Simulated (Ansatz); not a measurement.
The calculation's input:

```
crystal:
  periodic: [false, false, false]
  atoms:
    - { symbol: C, position_ang: [-0.72278, 0.53226, -0.26453] }
    - { symbol: S, position_ang: [1.01742, 0.20228, 0.1694] }
    - { symbol: Na, position_ang: [1.44985, -2.35845, 2.14549] }
    - { symbol: H, position_ang: [-1.19332, -0.3611, -0.66008] }
    - { symbol: H, position_ang: [-0.73478, 1.3353, -0.99726] }
    - { symbol: H, position_ang: [-1.21576, 0.85706, 0.64712] }
    - { symbol: H, position_ang: [1.39937, -0.20735, -1.04014] }
total_charge: 1
basis:
  gaussian: { orbitals: cc-pVDZ }
hamiltonian:
  xc: pbe
  dispersion: d4
relax:
  f_tol: 0.015
  max_steps: 40
output:
  orbitals: {}
```

Command:

```sh
ansatz run input.yaml --threads 1 --pin off --max-ram 2048MiB --backend cpu --events-out ev --progress --plain --runs-dir out
```

The fields are those of the relaxed geometry.

Level of theory: RKS PBE-D4/cc-pVDZ (Ansatz).

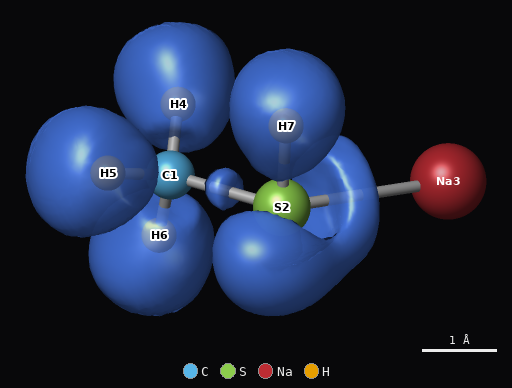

CH4NaS (charge +1). Isosurface of the ELF at 0.85 (blue), seen from one side. Only the valence region is drawn (cores and ρ < 0.01 e/Å³ removed).

Q: Where are the electrons localised?

A: The ELF exceeds this value in one region between bonded C–S atoms (shared pairs), four regions around hydrogen nuclei and one region wrapped around S (its valence shell).

Values along the shortest contacts:
C–S (1.84 Å): the ELF peaks at about 0.90 between the atoms (localised, covalent bonding). Na–S (2.78 Å): the ELF peaks at about 0.95 in the valence shell of S, 1.0 Å from its nucleus, and falls to about 0 next to Na; an ionic contact with no shared pair.
